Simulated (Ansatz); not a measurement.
# BSiH₄ (doublet): one geometry, many settings at a displaced geometry (v2)

What do other methods and options give for BSiH₄ (doublet) at this geometry, and how long do they take?

Method: the settings change from run to run; program: Ansatz 0.2.0, Gaussian basis.

16 further runs of the same task are left out: 4 that didn't finish, 12 set aside as unsound or not needed.

### Step 1. The geometry

The geometry is a PBE0/def2-TZVP stationary point (not a proven minimum) with its atoms shifted at random (size 0.100 Å).

6 atoms, charge 0, spin multiplicity 2.

Atoms are counted from 1 here; the program's logs count them from 0.

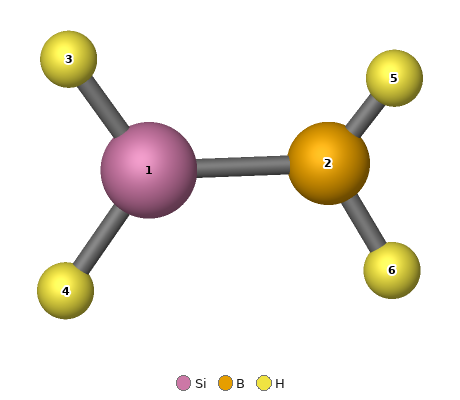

The geometry (silicon pink, boron amber, hydrogen yellow); atoms are numbered from 1 in the order of the file.

Coordinates:

```xyz
6

Si    0.0457    0.0045    0.5623
B    -0.1192    0.0128   -1.3485
H    -0.0426    1.1991    1.4126
H     0.0405   -1.2936    1.4308
H    -0.0625    0.9430   -2.0334
H     0.0710   -1.1108   -2.0145
```

### Step 2. HF/def2-SVP

Contents of in.yaml:

```yaml
crystal:
  periodic: [false, false, false]
  atoms:
    - {symbol: Si, position_ang: [0.045661, 0.004466, 0.562304]}
    - {symbol: B, position_ang: [-0.119214, 0.012840, -1.348492]}
    - {symbol: H, position_ang: [-0.042593, 1.199140, 1.412623]}
    - {symbol: H, position_ang: [0.040515, -1.293578, 1.430837]}
    - {symbol: H, position_ang: [-0.062543, 0.943049, -2.033449]}
    - {symbol: H, position_ang: [0.070987, -1.110760, -2.014483]}
basis:
  gaussian: {orbitals: def2-SVP}
magnetization: {spin_polarized: true, initial_magnetization: 1}
hamiltonian: {xc: hf}
output: {forces: true, orbitals: {seedname: orbitals}}
```

Started as:

```bash
ansatz run in.yaml --threads 1 --pin off --events-out ev --progress --plain --max-ram 2393MiB
```

Log:

```text
Functional definition: HF
  name "HF"
  cite "Fock, Z. Phys. 61, 126 (1930) doi:10.1007/BF01340294"
  parent pbe
  exchange = exact_x
  correlation = 0
521 factors; integrals over basis functions are off by at most 1.1e-3 eV
mean field evaluation 1: about -8590.8951 eV, gradient 1.0e1 eV
mean field evaluation 2: about -8590.9076 eV, gradient 1.0e1 eV
mean field evaluation 4: about -8592.0152 eV, gradient 1.1e0 eV
mean field evaluation 8: about -8592.0616 eV, gradient 1.0e-1 eV
mean field -8592.06204532 eV, -315.7524562565 hartree, gradient 2.4e-5 eV, S^2 0.761840; 0 other end points of the search recorded, 0 dependent functions left out
the calculation of the forces begins
reference -8592.06204532 eV, -315.7524562565 hartree; 12, 11 occupied and 40, 41 virtual orbitals, 521 factors
Total energy: -8592.06204532 eV, -315.7524562565 hartree
Atom 0 at     0.045661     0.004466     0.562304 Å, force    -0.107311    -1.205787     1.244832 eV/Å
Atom 1 at    -0.119214     0.012840    -1.348492 Å, force     1.073865    -2.963216    -1.392907 eV/Å
Atom 2 at    -0.042593     1.199140     1.412623 Å, force    -0.034799     0.124831     0.084702 eV/Å
Atom 3 at     0.040515    -1.293578     1.430837 Å, force    -0.006218     1.164104    -0.838282 eV/Å
Atom 4 at    -0.062543     0.943049    -2.033449 Å, force    -0.301644     1.170808    -0.407205 eV/Å
Atom 5 at     0.070987    -1.110760    -2.014483 Å, force    -0.623893     1.709260     1.308861 eV/Å
Dipole moment:    -0.029406     0.063996     0.152868 e Å
```

Wall time 0.45 s (1 thread of AMD EPYC 7R43, shared host).

From the report: ⟨S²⟩ of the determinant 0.762 (pure doublet: 0.75).

### Step 3. CCSDT(Q) on ROHF/6-31G

Edit in.yaml of step 2 so:

```diff
@@ -10,5 +10,4 @@
 basis:
-  gaussian: {orbitals: def2-SVP}
-magnetization: {spin_polarized: true, initial_magnetization: 1}
-hamiltonian: {xc: hf}
-output: {forces: true, orbitals: {seedname: orbitals}}
+  gaussian: {orbitals: 6-31G}
+magnetization: {spin_polarized: false, initial_magnetization: 1}
+correlation: {method: ccsdt_q, electrons: outside_noble_gas}
```

Same command.

Log (excerpt; [...] marks lines left out):

```text
Functional definition: HF
  name "HF"
  cite "Fock, Z. Phys. 61, 126 (1930) doi:10.1007/BF01340294"
  parent pbe
[...]
680 factors; integrals over basis functions are off by at most 1.4e-7 eV
[...]
mean field -8593.32727590 eV, -315.7989526227 hartree, gradient 2.5e-6 eV, S^2 0.750000; 0 other end points of the search recorded, 0 dependent functions left out
[...]
6 core orbitals not correlated: weight in the atoms' cores, before any rotation towards them, 1.000 or more for the frozen orbitals, at most 0.000 for the correlated occupied ones
reference -8593.32727590 eV, -315.7989526227 hartree; 6, 5 occupied and 18, 19 virtual orbitals, 680 factors
second order -2.72870055 eV of doubles, -0.02499623 eV of singles
cycle   1  -3.33249110 eV  change   -5.8e-1 eV  update   7.0e-2
[...]
cycle  16  -3.70537810 eV  change    8.2e-7 eV  update   3.8e-7
perturbative correction -0.00180520 eV, -0.0000663397 hartree
Total energy: -8597.03445919 eV, -315.9351890961 hartree
```

It took 6.5 s on 1 thread of AMD EPYC 7R43, shared host.

From the report: correlation -3.7072 eV; T1 0.018; largest double amplitude 0.03.

### Step 4. MP2 on ROHF/cc-pVDZ

Edit in.yaml of step 3 so:

```diff
@@ -10,4 +10,4 @@
 basis:
-  gaussian: {orbitals: 6-31G}
+  gaussian: {orbitals: cc-pVDZ}
 magnetization: {spin_polarized: false, initial_magnetization: 1}
-correlation: {method: ccsdt_q, electrons: outside_noble_gas}
+correlation: {method: mp2, electrons: valence}
```

Same command.

Log:

```text
Functional definition: HF
  name "HF"
  cite "Fock, Z. Phys. 61, 126 (1930) doi:10.1007/BF01340294"
  parent pbe
  exchange = exact_x
  correlation = 0
486 factors; integrals over basis functions are off by at most 1.3e-3 eV
mean field evaluation 1: about -8593.9305 eV, gradient 1.3e1 eV
mean field evaluation 2: about -8593.9670 eV, gradient 1.3e1 eV
mean field evaluation 4: about -8595.0162 eV, gradient 1.3e0 eV
mean field evaluation 8: about -8595.0372 eV, gradient 8.3e-2 eV
mean field -8595.03739930 eV, -315.8617984986 hartree, gradient 4.0e-6 eV, S^2 0.750000; 0 other end points of the search recorded, 0 dependent functions left out
mean field evaluation 16: about -8594.9534 eV, gradient 3.1e0 eV
6 core orbitals not correlated: weight in the atoms' cores, before any rotation towards them, 1.000 or more for the frozen orbitals, at most 0.000 for the correlated occupied ones
reference -8595.03739930 eV, -315.8617984986 hartree; 6, 5 occupied and 40, 41 virtual orbitals, 486 factors
second order -4.79750892 eV of doubles, -0.04234639 eV of singles
Total energy: -8599.87725462 eV, -316.0396599009 hartree
```

Wall time 0.51 s (1 thread of AMD EPYC 7R43, shared host).

### Step 5. BCCD on ROHF/6-31G*

Edit in.yaml of step 4 so:

```diff
@@ -10,4 +10,5 @@
 basis:
-  gaussian: {orbitals: cc-pVDZ}
+  gaussian: {orbitals: "6-31G*"}
 magnetization: {spin_polarized: false, initial_magnetization: 1}
-correlation: {method: mp2, electrons: valence}
+hamiltonian: {pseudopotentials: {relativity: none}}
+correlation: {method: bccd, electrons: valence}
```

Launched as before.

Log (excerpt; [...] marks lines left out):

```text
Functional definition: HF
  name "HF"
  cite "Fock, Z. Phys. 61, 126 (1930) doi:10.1007/BF01340294"
  parent pbe
[...]
434 factors; integrals over basis functions are off by at most 8.0e-4 eV
[...]
mean field -8594.47870679 eV, -315.8412669275 hartree, gradient 8.1e-6 eV, S^2 0.750000; 0 other end points of the search recorded, 0 dependent functions left out
[...]
6 core orbitals not correlated: weight in the atoms' cores, before any rotation towards them, 1.000 or more for the frozen orbitals, at most 0.000 for the correlated occupied ones
reference -8594.47870679 eV, -315.8412669275 hartree; 6, 5 occupied and 30, 31 virtual orbitals, 434 factors
second order -3.95801552 eV of doubles, -0.03866614 eV of singles
cycle   1  -4.68421423 eV  change   -6.9e-1 eV  update   6.9e-2
[...]
cycle  12  -4.95188971 eV  change   -2.3e-6 eV  update   5.7e-6
Total energy: -8599.43059650 eV, -316.0232455180 hartree
```

Run time: 0.99 s. Hardware: 1 thread of AMD EPYC 7R43, shared host.

From the report: correlation -4.9519 eV; largest double amplitude 0.03.

### Step 6. CCSD on UHF/6-31++G**

Edit in.yaml of step 5 so:

```diff
@@ -10,5 +10,5 @@
 basis:
-  gaussian: {orbitals: "6-31G*"}
-magnetization: {spin_polarized: false, initial_magnetization: 1}
-hamiltonian: {pseudopotentials: {relativity: none}}
-correlation: {method: bccd, electrons: valence}
+  gaussian: {orbitals: "6-31++G**"}
+magnetization: {spin_polarized: true, initial_magnetization: 1}
+correlation: {method: ccsd, electrons: outside_noble_gas}
+scf: {lower_state_search: light}
```

Same command.

Log (excerpt; [...] marks lines left out):

```text
Functional definition: HF
  name "HF"
  cite "Fock, Z. Phys. 61, 126 (1930) doi:10.1007/BF01340294"
  parent pbe
[...]
584 factors; integrals over basis functions are off by at most 1.4e-3 eV
[...]
mean field -8594.73024702 eV, -315.8505108608 hartree, gradient 4.6e-6 eV, S^2 0.761360; 0 other end points of the search recorded, 0 dependent functions left out
6 core orbitals not correlated: weight in the atoms' cores, before any rotation towards them, 1.000 or more for the frozen orbitals, at most 0.000 for the correlated occupied ones
reference -8594.73024702 eV, -315.8505108608 hartree; 6, 5 occupied and 54, 55 virtual orbitals, 584 factors
second order -4.62459623 eV of doubles, -0.00000000 eV of singles
cycle   1  -5.34091482 eV  change   -7.2e-1 eV  update   6.6e-2
[...]
cycle  11  -5.62711446 eV  change   -5.7e-6 eV  update   1.3e-5
Total energy: -8600.35736148 eV, -316.0573035028 hartree
```

Run time: 2.4 s. Hardware: 1 thread of AMD EPYC 7R43, shared host.

From the report: ⟨S²⟩ of the determinant 0.761 (pure doublet: 0.75); correlation -5.6271 eV; T1 0.017; largest double amplitude 0.03.

### Step 7. CCSD/def2-mTZVP

Edit in.yaml of step 6 so:

```diff
@@ -10,5 +10,6 @@
 basis:
-  gaussian: {orbitals: "6-31++G**"}
+  gaussian: {orbitals: def2-mTZVP}
 magnetization: {spin_polarized: true, initial_magnetization: 1}
-correlation: {method: ccsd, electrons: outside_noble_gas}
-scf: {lower_state_search: light}
+hamiltonian: {xc: {name: r2SCAN}}
+correlation: {method: ccsd, electrons: all}
+output: {forces: true}
```

Launched as before.

Log (excerpt; [...] marks lines left out):

```text
Functional definition: r2SCAN
  name "r2SCAN"
  cite "Furness, Kaplan, Ning, Perdew & Sun, J. Phys. Chem. Lett. 11, 8208 (2020) doi:10.1021/acs.jpclett.0c02405"
  cite "Furness, Kaplan, Ning, Perdew & Sun, J. Phys. Chem. Lett. 11, 9248 (2020) doi:10.1021/acs.jpclett.0c03077"
  parent r2scan
[...]
502 factors; integrals over basis functions are off by at most 1.3e-3 eV
[...]
mean field -8615.43411654 eV, -316.6113640320 hartree, gradient 5.1e-6 eV, S^2 0.756451; 0 other end points of the search recorded, 0 dependent functions left out
reference -8594.80656301 eV, -315.8533154216 hartree; 12, 11 occupied and 41, 42 virtual orbitals, 502 factors
second order -5.61451536 eV of doubles, -0.26382482 eV of singles
cycle   1  -6.36203026 eV  change   -4.9e-1 eV  update   6.2e-2
[...]
cycle  12  -6.62500632 eV  change    1.5e-6 eV  update   2.3e-6
[...]
Total energy: -8601.43156933 eV, -316.0967799133 hartree
Atom 0 at     0.045661     0.004466     0.562304 Å, force    -0.146372    -1.114522     0.524830 eV/Å
Atom 1 at    -0.119214     0.012840    -1.348492 Å, force     0.996530    -2.629257    -1.081456 eV/Å
Atom 2 at    -0.042593     1.199140     1.412623 Å, force    -0.027286     0.247291     0.176956 eV/Å
Atom 3 at     0.040515    -1.293578     1.430837 Å, force     0.006745     0.946269    -0.677384 eV/Å
Atom 4 at    -0.062543     0.943049    -2.033449 Å, force    -0.262402     0.884542    -0.211705 eV/Å
Atom 5 at     0.070987    -1.110760    -2.014483 Å, force    -0.567215     1.665677     1.268758 eV/Å
Dipole moment:    -0.005511     0.052610     0.205086 e Å
```

It took 15 s on 1 thread of AMD EPYC 7R43, shared host; peak memory 0.28 GiB.

From the report: ⟨S²⟩ of the determinant 0.756 (pure doublet: 0.75); correlation -6.6250 eV; T1 0.010; largest double amplitude 0.02. The orbitals are Kohn-Sham ones, so correlation energy and T1 don't compare with those on Hartree-Fock orbitals.

### Step 8. CCSD on UHF/cc-pVDZ

Edit in.yaml of step 7 so:

```diff
@@ -10,6 +10,5 @@
 basis:
-  gaussian: {orbitals: def2-mTZVP}
+  gaussian: {orbitals: cc-pVDZ}
 magnetization: {spin_polarized: true, initial_magnetization: 1}
-hamiltonian: {xc: {name: r2SCAN}}
-correlation: {method: ccsd, electrons: all}
+correlation: {method: ccsd, electrons: outside_noble_gas}
 output: {forces: true}
```

The command is unchanged.

Log (excerpt; [...] marks lines left out):

```text
Functional definition: HF
  name "HF"
  cite "Fock, Z. Phys. 61, 126 (1930) doi:10.1007/BF01340294"
  parent pbe
[...]
486 factors; integrals over basis functions are off by at most 1.3e-3 eV
[...]
mean field -8595.11474291 eV, -315.8646408238 hartree, gradient 1.6e-6 eV, S^2 0.761849; 0 other end points of the search recorded, 0 dependent functions left out
6 core orbitals not correlated: weight in the atoms' cores, before any rotation towards them, 1.000 or more for the frozen orbitals, at most 0.000 for the correlated occupied ones
reference -8595.11474291 eV, -315.8646408238 hartree; 6, 5 occupied and 40, 41 virtual orbitals, 486 factors
second order -4.74971669 eV of doubles, -0.00000000 eV of singles
cycle   1  -5.56792388 eV  change   -8.2e-1 eV  update   6.8e-2
[...]
cycle  13  -5.87514944 eV  change    3.1e-6 eV  update   1.8e-6
[...]
Total energy: -8600.98989234 eV, -316.0805485833 hartree
Atom 0 at     0.045661     0.004466     0.562304 Å, force    -0.163037    -1.190317     0.963139 eV/Å
Atom 1 at    -0.119214     0.012840    -1.348492 Å, force     0.966340    -2.892954    -1.167648 eV/Å
Atom 2 at    -0.042593     1.199140     1.412623 Å, force    -0.013503     0.307979     0.246008 eV/Å
Atom 3 at     0.040515    -1.293578     1.430837 Å, force     0.023711     0.950950    -0.657466 eV/Å
Atom 4 at    -0.062543     0.943049    -2.033449 Å, force    -0.259273     1.351729    -0.554243 eV/Å
Atom 5 at     0.070987    -1.110760    -2.014483 Å, force    -0.554238     1.472614     1.170211 eV/Å
Dipole moment:    -0.008109     0.053375     0.216852 e Å
```

Wall time 3.7 s (1 thread of AMD EPYC 7R43, shared host).

From the report: ⟨S²⟩ of the determinant 0.762 (pure doublet: 0.75); correlation -5.8751 eV; T1 0.016; largest double amplitude 0.03.

### Step 9. HF/cc-pVDZ

Edit in.yaml of step 8 so:

```diff
@@ -11,4 +11,5 @@
   gaussian: {orbitals: cc-pVDZ}
-magnetization: {spin_polarized: true, initial_magnetization: 1}
-correlation: {method: ccsd, electrons: outside_noble_gas}
-output: {forces: true}
+magnetization: {spin_polarized: false, initial_magnetization: 1}
+hamiltonian: {xc: hf}
+scf: {lower_state_search: full}
+output: {orbitals: {seedname: orbitals}}
```

The command is unchanged.

Log:

```text
Functional definition: HF
  name "HF"
  cite "Fock, Z. Phys. 61, 126 (1930) doi:10.1007/BF01340294"
  parent pbe
  exchange = exact_x
  correlation = 0
486 factors; integrals over basis functions are off by at most 1.3e-3 eV
mean field evaluation 1: about -8593.9305 eV, gradient 1.3e1 eV
mean field evaluation 2: about -8593.9670 eV, gradient 1.3e1 eV
mean field evaluation 4: about -8595.0162 eV, gradient 1.3e0 eV
mean field evaluation 8: about -8595.0372 eV, gradient 8.3e-2 eV
mean field evaluation 16: about -8497.0606 eV, gradient 1.6e2 eV
mean field evaluation 32: about -8595.0374 eV, gradient 7.3e-3 eV
mean field evaluation 64: about -8584.2176 eV, gradient 4.3e1 eV
mean field -8595.03739930 eV, -315.8617984986 hartree, gradient 1.2e-5 eV, S^2 0.750000; 5 other end points of the search recorded, 0 dependent functions left out
reference -8595.03739930 eV, -315.8617984986 hartree; 12, 11 occupied and 40, 41 virtual orbitals, 486 factors
Total energy: -8595.03739930 eV, -315.8617984986 hartree
```

Wall time 0.69 s (1 thread of AMD EPYC 7R43, shared host).

### Step 10. CCSD(T) on ROHF/def2-mTZVP

Edit in.yaml of step 9 so:

```diff
@@ -10,6 +10,6 @@
 basis:
-  gaussian: {orbitals: cc-pVDZ}
+  gaussian: {orbitals: def2-mTZVP}
 magnetization: {spin_polarized: false, initial_magnetization: 1}
-hamiltonian: {xc: hf}
-scf: {lower_state_search: full}
-output: {orbitals: {seedname: orbitals}}
+correlation: {method: ccsd_t, electrons: outside_noble_gas}
+scf: {lower_state_search: off}
+output: {forces: true}
```

Launched as before.

Log (excerpt; [...] marks lines left out):

```text
Functional definition: HF
  name "HF"
  cite "Fock, Z. Phys. 61, 126 (1930) doi:10.1007/BF01340294"
  parent pbe
[...]
502 factors; integrals over basis functions are off by at most 1.3e-3 eV
[...]
mean field -8595.07796695 eV, -315.8632893322 hartree, gradient 4.6e-6 eV, S^2 0.750000; 0 other end points of the search recorded, 0 dependent functions left out
6 core orbitals not correlated: weight in the atoms' cores, before any rotation towards them, 1.000 or more for the frozen orbitals, at most 0.000 for the correlated occupied ones
reference -8595.07796695 eV, -315.8632893322 hartree; 6, 5 occupied and 41, 42 virtual orbitals, 502 factors
second order -3.99002806 eV of doubles, -0.03791954 eV of singles
cycle   1  -4.67062515 eV  change   -6.4e-1 eV  update   7.0e-2
[...]
cycle  13  -4.97163068 eV  change    1.7e-6 eV  update   1.8e-6
perturbative correction -0.15175380 eV, -0.0055768495 hartree
[...]
Total energy: -8600.20135143 eV, -316.0515702391 hartree
Atom 0 at     0.045661     0.004466     0.562304 Å, force    -0.143214    -1.109027     0.548215 eV/Å
Atom 1 at    -0.119214     0.012840    -1.348492 Å, force     0.967019    -2.617801    -1.090584 eV/Å
Atom 2 at    -0.042593     1.199140     1.412623 Å, force    -0.025404     0.261021     0.195248 eV/Å
Atom 3 at     0.040515    -1.293578     1.430837 Å, force     0.008885     0.925332    -0.654760 eV/Å
Atom 4 at    -0.062543     0.943049    -2.033449 Å, force    -0.253958     0.922716    -0.239923 eV/Å
Atom 5 at     0.070987    -1.110760    -2.014483 Å, force    -0.553328     1.617759     1.241804 eV/Å
Dipole moment:    -0.003714     0.052650     0.213427 e Å
Checks for a lower state left out: starts, cluster_reference, orbital_swaps, neighbouring_geometries, increment
```

Run time: 5.5 s. Hardware: 1 thread of AMD EPYC 7R43, shared host.

From the report: correlation -5.1234 eV; T1 0.019; largest double amplitude 0.02.

### Step 11. All runs side by side

Where basis and cores are those of an earlier UCCSDT(Q)/cc-pVDZ run (-8601.1795 eV), and the state is the same kind, the miss against it is given.

```
                               level         correlated  functions  energy (eV)  from UCCSDT(Q) (meV)    time
                         HF/def2-SVP                            52   -8592.0620                        0.45 s
              CCSDT(Q) on ROHF/6-31G  outside noble gas         30   -8597.0345                         6.5 s
                 MP2 on ROHF/cc-pVDZ            valence         52   -8599.8773                1302.2  0.51 s
                 BCCD on ROHF/6-31G*            valence         42   -8599.4306                        0.99 s
               CCSD on UHF/6-31++G**  outside noble gas         66   -8600.3574                         2.4 s
CCSD/def2-mTZVP (on r2SCAN orbitals)                all         53   -8601.4316                          15 s
                 CCSD on UHF/cc-pVDZ  outside noble gas         52   -8600.9899                 189.6   3.7 s
                          HF/cc-pVDZ                            52   -8595.0374                6142.1  0.69 s
          CCSD(T) on ROHF/def2-mTZVP  outside noble gas         53   -8600.2014                         5.5 s
```

### Step 12. What came out

```
quantity                                       value
    runs                                           9
quickest                         HF/def2-SVP, 0.45 s
 slowest  CCSD/def2-mTZVP (on r2SCAN orbitals), 15 s
```

What this shows: Total energies in different bases, with other cores or another treatment of relativity can't be set against each other. CCSD/def2-mTZVP (on r2SCAN orbitals) took 32 times as long as HF/def2-SVP; the jobs differ in more than the method. Among the correlated runs with a miss given, it spans +190 to +1302 meV. Hartree-Fock, CASSCF and CASCI lack dynamic correlation by design.
